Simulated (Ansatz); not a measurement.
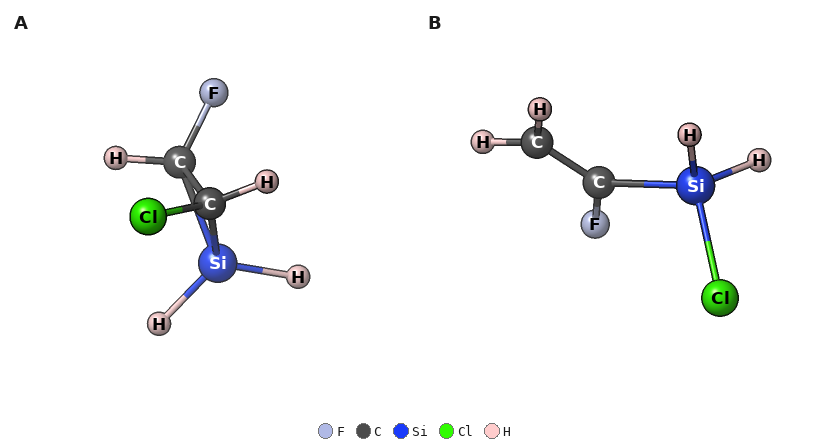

2 stationary structures of one formula. Geometries: PBE0-D4/def2-TZVP. Electronic energies: B3LYP-D4/def2-TZVPP (Ansatz 0.2.0), without zero-point energy. No frequency run is at hand to confirm each as a minimum. Each is one conformer, not always the lowest.

**How are they related?**

They are constitutional isomers of C2H4ClFSi: A `F[C@H]1[SiH2][C@@H]1Cl`, B `C=C(F)[SiH2]Cl`.

**Rank them by energy, lowest first.**

B is lowest; A lies 229.3 kJ/mol above it.

Give E(B) − E(A) in kJ/mol at these levels too: B3LYP-D4/def2-TZVPP; CCSD(T)/CBS (MP2 limit from def2-TZVPP and def2-QZVPP plus CCSD(T) − MP2); B2PLYP (frozen core)/def2-TZVPP; RHF-CCSD(T) (frozen core)/def2-TZVPP; PBE0-D4/def2-TZVPP; RHF-MP2 (frozen core)/def2-QZVPP; r2SCAN-D4/def2-TZVPP; PBE-D4/def2-TZVPP.

| level | E(B) − E(A) (kJ/mol) |
| --- | --- |
| B3LYP-D4/def2-TZVPP | −229.3 |
| CCSD(T)/CBS (MP2 limit from def2-TZVPP and def2-QZVPP plus CCSD(T) − MP2) | −227.4 |
| B2PLYP (frozen core)/def2-TZVPP | −230.2 |
| RHF-CCSD(T) (frozen core)/def2-TZVPP | −227.2 |
| PBE0-D4/def2-TZVPP | −208.0 |
| RHF-MP2 (frozen core)/def2-QZVPP | −224.1 |
| r2SCAN-D4/def2-TZVPP | −218.4 |
| PBE-D4/def2-TZVPP | −203.1 |
